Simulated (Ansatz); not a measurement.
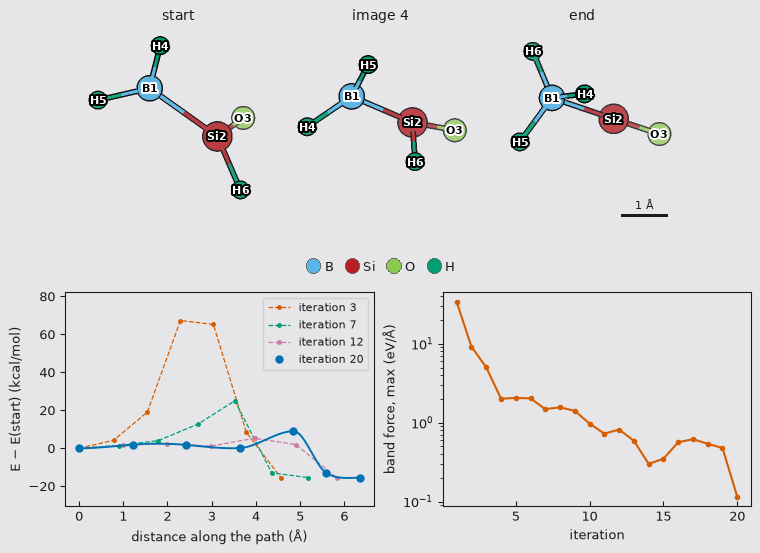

A nudged-elastic-band calculation for BSiH3O. Images are numbered from 0 (start) to 6 (end). The plot follows the band through its iterations. Style: ball-and-stick. Shown from a free direction.

These are results of RKS B3LYP/def2-TZVP (Ansatz 0.2.0), not measurements. Settings: 5 movable images; climbing image; force threshold 0.2 eV/Å; iteration limit 60; starting path through a guess of the saddle point.

Judge this run.

Answer. The run is converged, with reservations. The band converged in 20 iterations. The largest component of the band force went from 34 to 0.12 eV/Å. The climbing image converged on the top of the path. Its curvatures weren't checked. The force threshold is loose. The first iteration put the highest image at 294.6 kcal/mol. The highest point, image 4, lies 9.1 kcal/mol above the start and 24.5 kcal/mol above the end; the end is at −15.5 kcal/mol relative to the start. The profile has 2 maxima (images 1, 4) with a dip at image 3 (+0.1 kcal/mol), so the process runs in steps.
